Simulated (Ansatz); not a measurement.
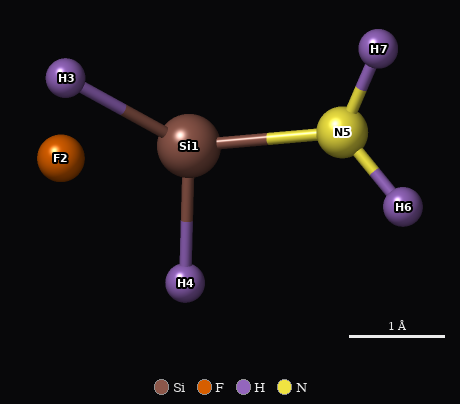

*The input geometry (ball-and-stick view, seen at a tilt; atoms are numbered from 1 in the order of the input).*

Bond lengths as drawn: H–N 1.02 Å, H–Si 1.51 to 1.65 Å and N–Si 1.72 Å.

# Molecular dynamics, with input and output: SiNH$_{4}$F (part 1 of 3)

- system: SiNH$_{4}$F
- method: RKS PBE/def2-SVP (Ansatz 0.2.0)

It belongs to a series of runs on one base structure; here: dynamics from the highest image of the converged band. Figures and captions count atoms from 1; the log counts them from 0 in places.

### Log
```
Engine: ansatz 0.2.0, x86_64-unknown-linux-gnu
Functional definition: PBE
  parameter kappa = 0.804
  parameter beta = 0.06672455060314922
  exchange = pbe_x(kappa = kappa, mu = beta*pi^2/3)
  correlation = pbe_c(beta = beta)
748 factors; their error is unknown
mean field evaluation 1: about -12126.1995 eV, gradient 6.4e1 eV
mean field evaluation 2: about -12086.0940 eV, gradient 1.3e2 eV
mean field evaluation 4: about -12133.7860 eV, gradient 1.7e1 eV
mean field evaluation 8: about -12134.3785 eV, gradient 1.5e-1 eV
mean field evaluation 16: about -12134.3251 eV, gradient 1.3e-4 eV
mean field -12134.32513716 eV, -445.9282238497 hartree, gradient 1.8e-5 eV, S^2 0.000000; 0 other end points of the search recorded, 0 dependent functions left out
the calculation of the forces begins
reference -12134.32516714 eV, -445.9282249513 hartree; 17, 17 occupied and 49, 49 virtual orbitals, 748 factors
md step     0: t =     0.00 fs  T =   100.0 K  F+E_penalty+E_count = -12134.32513716 eV  E_kin = 0.064630 eV  conserved = -12134.26050716 eV  (26 SCF iters)
these checks for a lower state are left out or cut short: starts, cluster_reference, orbital_swaps, neighbouring_geometries, increment
748 factors; their error is unknown
mean field -12134.32281407 eV, -445.9281384777 hartree, gradient 1.1e-5 eV, S^2 0.000000; 0 other end points of the search recorded, 0 dependent functions left out
the calculation of the forces begins
reference -12134.32284399 eV, -445.9281395773 hartree; 17, 17 occupied and 49, 49 virtual orbitals, 748 factors
md step     1: t =     0.50 fs  T =    96.5 K  F+E_penalty+E_count = -12134.32281407 eV  E_kin = 0.062350 eV  conserved = -12134.26046371 eV  (30 SCF iters)
[... from here on the SCF iterations and repeated set-up lines of each step are left out, up to the last step ...]
md step     2: t =     1.00 fs  T =    87.3 K  F+E_penalty+E_count = -12134.31672086 eV  E_kin = 0.056410 eV  conserved = -12134.26031092 eV  (30 SCF iters)
md step     3: t =     1.50 fs  T =    76.1 K  F+E_penalty+E_count = -12134.30928637 eV  E_kin = 0.049174 eV  conserved = -12134.26011280 eV  (30 SCF iters)
md step     4: t =     2.00 fs  T =    67.5 K  F+E_penalty+E_count = -12134.30359161 eV  E_kin = 0.043621 eV  conserved = -12134.25997111 eV  (30 SCF iters)
md step     5: t =     2.50 fs  T =    64.8 K  F+E_penalty+E_count = -12134.30182030 eV  E_kin = 0.041856 eV  conserved = -12134.25996425 eV  (30 SCF iters)
md step     6: t =     3.00 fs  T =    68.1 K  F+E_penalty+E_count = -12134.30408326 eV  E_kin = 0.043991 eV  conserved = -12134.26009199 eV  (30 SCF iters)
md step     7: t =     3.50 fs  T =    74.5 K  F+E_penalty+E_count = -12134.30842037 eV  E_kin = 0.048144 eV  conserved = -12134.26027633 eV  (30 SCF iters)
md step     8: t =     4.00 fs  T =    79.8 K  F+E_penalty+E_count = -12134.31196760 eV  E_kin = 0.051550 eV  conserved = -12134.26041759 eV  (30 SCF iters)
md step     9: t =     4.50 fs  T =    80.5 K  F+E_penalty+E_count = -12134.31247370 eV  E_kin = 0.052019 eV  conserved = -12134.26045474 eV  (30 SCF iters)
md step    10: t =     5.00 fs  T =    75.6 K  F+E_penalty+E_count = -12134.30926634 eV  E_kin = 0.048879 eV  conserved = -12134.26038693 eV  (30 SCF iters)
md step    11: t =     5.50 fs  T =    66.6 K  F+E_penalty+E_count = -12134.30331198 eV  E_kin = 0.043055 eV  conserved = -12134.26025668 eV  (30 SCF iters)
md step    12: t =     6.00 fs  T =    56.4 K  F+E_penalty+E_count = -12134.29658921 eV  E_kin = 0.036469 eV  conserved = -12134.26011995 eV  (30 SCF iters)
md step    13: t =     6.50 fs  T =    48.3 K  F+E_penalty+E_count = -12134.29121815 eV  E_kin = 0.031194 eV  conserved = -12134.26002419 eV  (30 SCF iters)
md step    14: t =     7.00 fs  T =    44.4 K  F+E_penalty+E_count = -12134.28870042 eV  E_kin = 0.028702 eV  conserved = -12134.25999803 eV  (30 SCF iters)
md step    15: t =     7.50 fs  T =    45.5 K  F+E_penalty+E_count = -12134.28944924 eV  E_kin = 0.029400 eV  conserved = -12134.26004901 eV  (31 SCF iters)
md step    16: t =     8.00 fs  T =    50.3 K  F+E_penalty+E_count = -12134.29266324 eV  E_kin = 0.032500 eV  conserved = -12134.26016358 eV  (31 SCF iters)
md step    17: t =     8.50 fs  T =    56.1 K  F+E_penalty+E_count = -12134.29654962 eV  E_kin = 0.036242 eV  conserved = -12134.26030783 eV  (27 SCF iters)
md step    18: t =     9.00 fs  T =    59.5 K  F+E_penalty+E_count = -12134.29887927 eV  E_kin = 0.038449 eV  conserved = -12134.26043076 eV  (30 SCF iters)
md step    19: t =     9.50 fs  T =    57.7 K  F+E_penalty+E_count = -12134.29779954 eV  E_kin = 0.037323 eV  conserved = -12134.26047617 eV  (30 SCF iters)
md step    20: t =    10.00 fs  T =    50.0 K  F+E_penalty+E_count = -12134.29269663 eV  E_kin = 0.032288 eV  conserved = -12134.26040863 eV  (30 SCF iters)
md step    21: t =    10.50 fs  T =    37.9 K  F+E_penalty+E_count = -12134.28471900 eV  E_kin = 0.024479 eV  conserved = -12134.26023996 eV  (30 SCF iters)
md step    22: t =    11.00 fs  T =    25.5 K  F+E_penalty+E_count = -12134.27654284 eV  E_kin = 0.016500 eV  conserved = -12134.26004257 eV  (31 SCF iters)
md step    23: t =    11.50 fs  T =    17.5 K  F+E_penalty+E_count = -12134.27123628 eV  E_kin = 0.011317 eV  conserved = -12134.25991928 eV  (31 SCF iters)
md step    24: t =    12.00 fs  T =    16.6 K  F+E_penalty+E_count = -12134.27069806 eV  E_kin = 0.010759 eV  conserved = -12134.25993954 eV  (23 SCF iters)
md step    25: t =    12.50 fs  T =    22.5 K  F+E_penalty+E_count = -12134.27461803 eV  E_kin = 0.014528 eV  conserved = -12134.26008977 eV  (30 SCF iters)
md step    26: t =    13.00 fs  T =    31.6 K  F+E_penalty+E_count = -12134.28067928 eV  E_kin = 0.020396 eV  conserved = -12134.26028373 eV  (30 SCF iters)
md step    27: t =    13.50 fs  T =    39.3 K  F+E_penalty+E_count = -12134.28585241 eV  E_kin = 0.025429 eV  conserved = -12134.26042294 eV  (30 SCF iters)
md step    28: t =    14.00 fs  T =    42.5 K  F+E_penalty+E_count = -12134.28790141 eV  E_kin = 0.027448 eV  conserved = -12134.26045334 eV  (30 SCF iters)
md step    29: t =    14.50 fs  T =    40.0 K  F+E_penalty+E_count = -12134.28624870 eV  E_kin = 0.025868 eV  conserved = -12134.26038062 eV  (30 SCF iters)
md step    30: t =    15.00 fs  T =    33.6 K  F+E_penalty+E_count = -12134.28193498 eV  E_kin = 0.021685 eV  conserved = -12134.26025034 eV  (30 SCF iters)
md step    31: t =    15.50 fs  T =    26.0 K  F+E_penalty+E_count = -12134.27694527 eV  E_kin = 0.016828 eV  conserved = -12134.26011688 eV  (31 SCF iters)
md step    32: t =    16.00 fs  T =    20.6 K  F+E_penalty+E_count = -12134.27334973 eV  E_kin = 0.013324 eV  conserved = -12134.26002553 eV  (31 SCF iters)
md step    33: t =    16.50 fs  T =    19.5 K  F+E_penalty+E_count = -12134.27257944 eV  E_kin = 0.012577 eV  conserved = -12134.26000239 eV  (22 SCF iters)
md step    34: t =    17.00 fs  T =    23.1 K  F+E_penalty+E_count = -12134.27499747 eV  E_kin = 0.014944 eV  conserved = -12134.26005317 eV  (22 SCF iters)
md step    35: t =    17.50 fs  T =    30.4 K  F+E_penalty+E_count = -12134.27980412 eV  E_kin = 0.019641 eV  conserved = -12134.26016321 eV  (30 SCF iters)
md step    36: t =    18.00 fs  T =    38.7 K  F+E_penalty+E_count = -12134.28527944 eV  E_kin = 0.024981 eV  conserved = -12134.26029809 eV  (27 SCF iters)
md step    37: t =    18.50 fs  T =    44.8 K  F+E_penalty+E_count = -12134.28934461 eV  E_kin = 0.028937 eV  conserved = -12134.26040771 eV  (30 SCF iters)
md step    38: t =    19.00 fs  T =    46.3 K  F+E_penalty+E_count = -12134.29035723 eV  E_kin = 0.029918 eV  conserved = -12134.26043947 eV  (30 SCF iters)
md step    39: t =    19.50 fs  T =    42.6 K  F+E_penalty+E_count = -12134.28791430 eV  E_kin = 0.027550 eV  conserved = -12134.26036424 eV  (30 SCF iters)
md step    40: t =    20.00 fs  T =    35.7 K  F+E_penalty+E_count = -12134.28327062 eV  E_kin = 0.023069 eV  conserved = -12134.26020201 eV  (30 SCF iters)
md step    41: t =    20.50 fs  T =    29.3 K  F+E_penalty+E_count = -12134.27898519 eV  E_kin = 0.018957 eV  conserved = -12134.26002865 eV  (30 SCF iters)
md step    42: t =    21.00 fs  T =    27.5 K  F+E_penalty+E_count = -12134.27774091 eV  E_kin = 0.017801 eV  conserved = -12134.25994037 eV  (31 SCF iters)
md step    43: t =    21.50 fs  T =    32.3 K  F+E_penalty+E_count = -12134.28089089 eV  E_kin = 0.020899 eV  conserved = -12134.25999148 eV  (31 SCF iters)
md step    44: t =    22.00 fs  T =    42.5 K  F+E_penalty+E_count = -12134.28765047 eV  E_kin = 0.027497 eV  conserved = -12134.26015381 eV  (30 SCF iters)
md step    45: t =    22.50 fs  T =    54.4 K  F+E_penalty+E_count = -12134.29551238 eV  E_kin = 0.035174 eV  conserved = -12134.26033849 eV  (30 SCF iters)
md step    46: t =    23.00 fs  T =    63.6 K  F+E_penalty+E_count = -12134.30158625 eV  E_kin = 0.041130 eV  conserved = -12134.26045589 eV  (30 SCF iters)
md step    47: t =    23.50 fs  T =    67.3 K  F+E_penalty+E_count = -12134.30397548 eV  E_kin = 0.043511 eV  conserved = -12134.26046467 eV  (30 SCF iters)
md step    48: t =    24.00 fs  T =    65.1 K  F+E_penalty+E_count = -12134.30244999 eV  E_kin = 0.042071 eV  conserved = -12134.26037892 eV  (30 SCF iters)
md step    49: t =    24.50 fs  T =    58.8 K  F+E_penalty+E_count = -12134.29827105 eV  E_kin = 0.038026 eV  conserved = -12134.26024547 eV  (30 SCF iters)
md step    50: t =    25.00 fs  T =    51.6 K  F+E_penalty+E_count = -12134.29348709 eV  E_kin = 0.033371 eV  conserved = -12134.26011616 eV  (30 SCF iters)
md step    51: t =    25.50 fs  T =    46.6 K  F+E_penalty+E_count = -12134.29011842 eV  E_kin = 0.030088 eV  conserved = -12134.26003052 eV  (30 SCF iters)
md step    52: t =    26.00 fs  T =    45.6 K  F+E_penalty+E_count = -12134.28951201 eV  E_kin = 0.029501 eV  conserved = -12134.26001145 eV  (30 SCF iters)
md step    53: t =    26.50 fs  T =    49.4 K  F+E_penalty+E_count = -12134.29197402 eV  E_kin = 0.031912 eV  conserved = -12134.26006212 eV  (30 SCF iters)
md step    54: t =    27.00 fs  T =    56.5 K  F+E_penalty+E_count = -12134.29671194 eV  E_kin = 0.036544 eV  conserved = -12134.26016766 eV  (27 SCF iters)
md step    55: t =    27.50 fs  T =    64.7 K  F+E_penalty+E_count = -12134.30208218 eV  E_kin = 0.041787 eV  conserved = -12134.26029473 eV  (30 SCF iters)
md step    56: t =    28.00 fs  T =    70.8 K  F+E_penalty+E_count = -12134.30613268 eV  E_kin = 0.045737 eV  conserved = -12134.26039519 eV  (30 SCF iters)
md step    57: t =    28.50 fs  T =    72.6 K  F+E_penalty+E_count = -12134.30736066 eV  E_kin = 0.046940 eV  conserved = -12134.26042109 eV  (30 SCF iters)
md step    58: t =    29.00 fs  T =    69.8 K  F+E_penalty+E_count = -12134.30545235 eV  E_kin = 0.045105 eV  conserved = -12134.26034705 eV  (30 SCF iters)
md step    59: t =    29.50 fs  T =    64.1 K  F+E_penalty+E_count = -12134.30163315 eV  E_kin = 0.041437 eV  conserved = -12134.26019658 eV  (30 SCF iters)
md step    60: t =    30.00 fs  T =    59.1 K  F+E_penalty+E_count = -12134.29826685 eV  E_kin = 0.038223 eV  conserved = -12134.26004375 eV  (30 SCF iters)
md step    61: t =    30.50 fs  T =    58.4 K  F+E_penalty+E_count = -12134.29770925 eV  E_kin = 0.037733 eV  conserved = -12134.25997600 eV  (30 SCF iters)
md step    62: t =    31.00 fs  T =    63.4 K  F+E_penalty+E_count = -12134.30099094 eV  E_kin = 0.040955 eV  conserved = -12134.26003586 eV  (30 SCF iters)
md step    63: t =    31.50 fs  T =    72.7 K  F+E_penalty+E_count = -12134.30718909 eV  E_kin = 0.047001 eV  conserved = -12134.26018779 eV  (30 SCF iters)
md step    64: t =    32.00 fs  T =    82.9 K  F+E_penalty+E_count = -12134.31395018 eV  E_kin = 0.053604 eV  conserved = -12134.26034602 eV  (30 SCF iters)
md step    65: t =    32.50 fs  T =    90.3 K  F+E_penalty+E_count = -12134.31878654 eV  E_kin = 0.058355 eV  conserved = -12134.26043158 eV  (30 SCF iters)
md step    66: t =    33.00 fs  T =    92.7 K  F+E_penalty+E_count = -12134.32029404 eV  E_kin = 0.059880 eV  conserved = -12134.26041424 eV  (30 SCF iters)
md step    67: t =    33.50 fs  T =    90.3 K  F+E_penalty+E_count = -12134.31865192 eV  E_kin = 0.058337 eV  conserved = -12134.26031499 eV  (30 SCF iters)
md step    68: t =    34.00 fs  T =    85.3 K  F+E_penalty+E_count = -12134.31534251 eV  E_kin = 0.055162 eV  conserved = -12134.26018099 eV  (30 SCF iters)
md step    69: t =    34.50 fs  T =    81.0 K  F+E_penalty+E_count = -12134.31243559 eV  E_kin = 0.052375 eV  conserved = -12134.26006024 eV  (30 SCF iters)
md step    70: t =    35.00 fs  T =    80.2 K  F+E_penalty+E_count = -12134.31182718 eV  E_kin = 0.051839 eV  conserved = -12134.25998813 eV  (30 SCF iters)
md step    71: t =    35.50 fs  T =    84.6 K  F+E_penalty+E_count = -12134.31466788 eV  E_kin = 0.054686 eV  conserved = -12134.25998231 eV  (30 SCF iters)
md step    72: t =    36.00 fs  T =    94.4 K  F+E_penalty+E_count = -12134.32106741 eV  E_kin = 0.061024 eV  conserved = -12134.26004338 eV  (27 SCF iters)
md step    73: t =    36.50 fs  T =   108.2 K  F+E_penalty+E_count = -12134.33008425 eV  E_kin = 0.069930 eV  conserved = -12134.26015447 eV  (30 SCF iters)
md step    74: t =    37.00 fs  T =   123.4 K  F+E_penalty+E_count = -12134.34000361 eV  E_kin = 0.079722 eV  conserved = -12134.26028204 eV  (30 SCF iters)
md step    75: t =    37.50 fs  T =   136.9 K  F+E_penalty+E_count = -12134.34888676 eV  E_kin = 0.088507 eV  conserved = -12134.26037942 eV  (30 SCF iters)
md step    76: t =    38.00 fs  T =   146.8 K  F+E_penalty+E_count = -12134.35530390 eV  E_kin = 0.094902 eV  conserved = -12134.26040202 eV  (30 SCF iters)
md step    77: t =    38.50 fs  T =   152.7 K  F+E_penalty+E_count = -12134.35900921 eV  E_kin = 0.098678 eV  conserved = -12134.26033144 eV  (30 SCF iters)
md step    78: t =    39.00 fs  T =   156.3 K  F+E_penalty+E_count = -12134.36119159 eV  E_kin = 0.100996 eV  conserved = -12134.26019566 eV  (30 SCF iters)
md step    79: t =    39.50 fs  T =   160.8 K  F+E_penalty+E_count = -12134.36400706 eV  E_kin = 0.103940 eV  conserved = -12134.26006668 eV  (30 SCF iters)
md step    80: t =    40.00 fs  T =   169.4 K  F+E_penalty+E_count = -12134.36947395 eV  E_kin = 0.109454 eV  conserved = -12134.26001997 eV  (30 SCF iters)
md step    81: t =    40.50 fs  T =   183.0 K  F+E_penalty+E_count = -12134.37833561 eV  E_kin = 0.118253 eV  conserved = -12134.26008292 eV  (29 SCF iters)
md step    82: t =    41.00 fs  T =   200.3 K  F+E_penalty+E_count = -12134.38964989 eV  E_kin = 0.129435 eV  conserved = -12134.26021485 eV  (29 SCF iters)
md step    83: t =    41.50 fs  T =   218.2 K  F+E_penalty+E_count = -12134.40139232 eV  E_kin = 0.141054 eV  conserved = -12134.26033859 eV  (29 SCF iters)
md step    84: t =    42.00 fs  T =   234.0 K  F+E_penalty+E_count = -12134.41161561 eV  E_kin = 0.151222 eV  conserved = -12134.26039394 eV  (29 SCF iters)
md step    85: t =    42.50 fs  T =   246.0 K  F+E_penalty+E_count = -12134.41938561 eV  E_kin = 0.159018 eV  conserved = -12134.26036716 eV  (29 SCF iters)
md step    86: t =    43.00 fs  T =   254.9 K  F+E_penalty+E_count = -12134.42502909 eV  E_kin = 0.164744 eV  conserved = -12134.26028513 eV  (29 SCF iters)
md step    87: t =    43.50 fs  T =   262.4 K  F+E_penalty+E_count = -12134.42975859 eV  E_kin = 0.169569 eV  conserved = -12134.26018940 eV  (28 SCF iters)
md step    88: t =    44.00 fs  T =   270.7 K  F+E_penalty+E_count = -12134.43503853 eV  E_kin = 0.174923 eV  conserved = -12134.26011592 eV  (28 SCF iters)
md step    89: t =    44.50 fs  T =   281.5 K  F+E_penalty+E_count = -12134.44201517 eV  E_kin = 0.181929 eV  conserved = -12134.26008612 eV  (29 SCF iters)
md step    90: t =    45.00 fs  T =   295.6 K  F+E_penalty+E_count = -12134.45116051 eV  E_kin = 0.191053 eV  conserved = -12134.26010759 eV  (29 SCF iters)
md step    91: t =    45.50 fs  T =   312.5 K  F+E_penalty+E_count = -12134.46214152 eV  E_kin = 0.201966 eV  conserved = -12134.26017583 eV  (27 SCF iters)
md step    92: t =    46.00 fs  T =   330.5 K  F+E_penalty+E_count = -12134.47389353 eV  E_kin = 0.213619 eV  conserved = -12134.26027429 eV  (29 SCF iters)
md step    93: t =    46.50 fs  T =   347.4 K  F+E_penalty+E_count = -12134.48489361 eV  E_kin = 0.224519 eV  conserved = -12134.26037425 eV  (29 SCF iters)
md step    94: t =    47.00 fs  T =   360.8 K  F+E_penalty+E_count = -12134.49362840 eV  E_kin = 0.233190 eV  conserved = -12134.26043793 eV  (29 SCF iters)
md step    95: t =    47.50 fs  T =   369.4 K  F+E_penalty+E_count = -12134.49918341 eV  E_kin = 0.238752 eV  conserved = -12134.26043185 eV  (29 SCF iters)
```
